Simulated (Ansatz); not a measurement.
# Two runs on C4H3F3

System: C4H3F3, SMILES FC=CC(F)=CF.
Method of run A: RKS SPW92/def2-TZVPP (Ansatz 0.2.0).

The geometry comes from this level: PBE0-D4/def2-TZVP. Text and figures count atoms from 1; the logs count them from 0 in places.

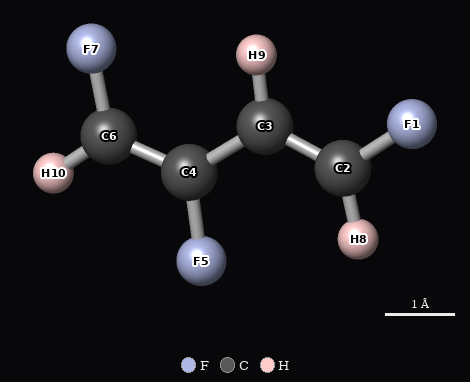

The structure (ball-and-stick view, seen at an oblique angle; atoms are numbered from 1 in the order of the input). Bond lengths as drawn: C–C 1.33 to 1.44 Å, C–F 1.33 to 1.34 Å and C–H 1.08 Å.

**Input file, run A**
```yaml
crystal:
  periodic: [false, false, false]
  atoms:
    - {symbol: F, position_ang: [-2.256417, 1.754291, 0.733469]}
    - {symbol: C, position_ang: [-1.624327, 0.751447, 0.129666]}
    - {symbol: C, position_ang: [-0.329934, 0.536406, 0.327008]}
    - {symbol: C, position_ang: [0.379929, -0.538410, -0.310806]}
    - {symbol: F, position_ang: [-0.340623, -1.324861, -1.127423]}
    - {symbol: C, position_ang: [1.670704, -0.830204, -0.174118]}
    - {symbol: F, position_ang: [2.453451, -0.096049, 0.619279]}
    - {symbol: H, position_ang: [-2.271838, 0.165088, -0.510033]}
    - {symbol: H, position_ang: [0.234122, 1.181563, 0.989120]}
    - {symbol: H, position_ang: [2.168033, -1.650370, -0.673363]}
basis:
  gaussian: {orbitals: def2-TZVPP}
hamiltonian: {xc: lda}
output: {orbitals: {seedname: orbitals}}
```

Hardware: 4 CPU threads, shared host.

**Output (run A)**
```
Functional definition: SPW92
  exchange = slater_x
  correlation = pw_c
1365 factors; their error is unknown
mean field evaluation 1: about -12251.4184 eV, gradient 6.5e1 eV
mean field evaluation 2: about -12240.3934 eV, gradient 8.9e1 eV
mean field evaluation 4: about -12260.8561 eV, gradient 7.8e0 eV
mean field evaluation 8: about -12260.9865 eV, gradient 1.1e-1 eV
mean field evaluation 16: about -12260.9647 eV, gradient 9.0e-4 eV
mean field -12260.96465568 eV, -450.5821403158 hartree, gradient 5.9e-5 eV, S^2 0.000000; 0 other end points of the search recorded, 0 dependent functions left out
reference -12260.96468721 eV, -450.5821414746 hartree; 27, 27 occupied and 232, 232 virtual orbitals, 1365 factors
Total energy: -12260.96468721 eV, -450.5821414746 hartree
```

Run B used a changed input.

**The two runs side by side**

| quantity | run A | run B |
| --- | --- | --- |
| outcome | converged | converged |
| total energy (hartree) | −450.582141 | −453.097423 |
| HOMO (eV) | −5.91 | −9.33 |
| LUMO (eV) | −2.21 | 2.67 |
| basis functions | 259 | 259 |
| wall time (shared host) | 1.5 s | 4.9 min |

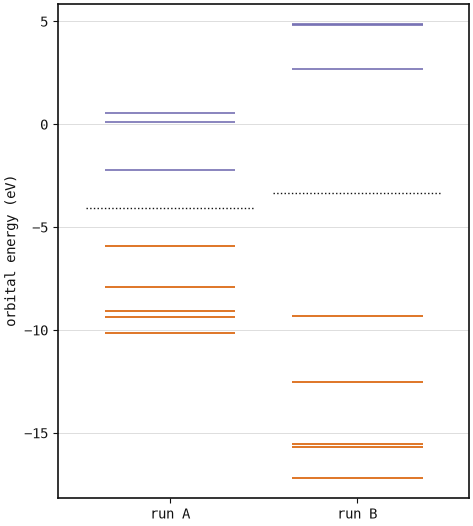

The five highest filled and three lowest empty orbital energies of the two runs; the dotted lines part filled from empty levels. The HOMO–LUMO gap is 3.70 eV in run A and 12.00 eV in run B.

What was changed in the input?

The change (lines with − go, lines with + come):
```diff
-hamiltonian: {xc: lda}
+correlation: {method: ccsd_t}
```

The total energies belong to different methods, so their difference says nothing on which is more stable or more accurate. The HOMO goes from −5.91 to −9.33 eV. The LUMO goes from −2.21 to 2.67 eV.

**Output (run B)**
```
Functional definition: HF
  exchange = exact_x
  correlation = 0
1649 factors; integrals over basis functions are off by at most 9.4e-4 eV
mean field evaluation 1: about -12286.8926 eV, gradient 3.6e1 eV
mean field evaluation 2: about -12287.2446 eV, gradient 3.6e1 eV
mean field evaluation 4: about -12290.1960 eV, gradient 4.8e0 eV
mean field evaluation 8: about -12290.2547 eV, gradient 3.0e-1 eV
mean field evaluation 16: about -12286.8918 eV, gradient 3.6e1 eV
mean field -12290.25506526 eV, -451.6585430142 hartree, gradient 3.0e-6 eV, S^2 0.000000; 0 other end points of the search recorded, 0 dependent functions left out; unrestricted orbitals would lower it
7 core orbitals not correlated: weight in the atoms' cores, before any rotation towards them, 1.000 or more for the frozen orbitals, at most 0.000 for the correlated occupied ones
reference -12290.25506526 eV, -451.6585430142 hartree; 20, 20 occupied and 232, 232 virtual orbitals, 1649 factors
second order -37.05583008 eV of doubles, -0.00000000 eV of singles
cycle   1  -36.67711724 eV  change    3.8e-1 eV  update   1.3e-1
cycle   2  -37.48112220 eV  change   -8.0e-1 eV  update   4.3e-2
cycle   3  -37.69853996 eV  change   -2.2e-1 eV  update   2.1e-2
cycle   4  -37.68203294 eV  change    1.7e-2 eV  update   5.6e-3
cycle   5  -37.67624981 eV  change    5.8e-3 eV  update   2.4e-3
cycle   6  -37.67868918 eV  change   -2.4e-3 eV  update   8.4e-4
cycle   7  -37.67890347 eV  change   -2.1e-4 eV  update   3.5e-4
cycle   8  -37.67849996 eV  change    4.0e-4 eV  update   1.6e-4
cycle   9  -37.67850810 eV  change   -8.1e-6 eV  update   6.6e-5
cycle  10  -37.67859648 eV  change   -8.8e-5 eV  update   2.3e-5
cycle  11  -37.67854033 eV  change    5.6e-5 eV  update   8.6e-6
cycle  12  -37.67854941 eV  change   -9.1e-6 eV  update   3.2e-6
perturbative correction -1.47537490 eV, -0.0542190275 hartree
Total energy: -12329.40898957 eV, -453.0974231932 hartree
```
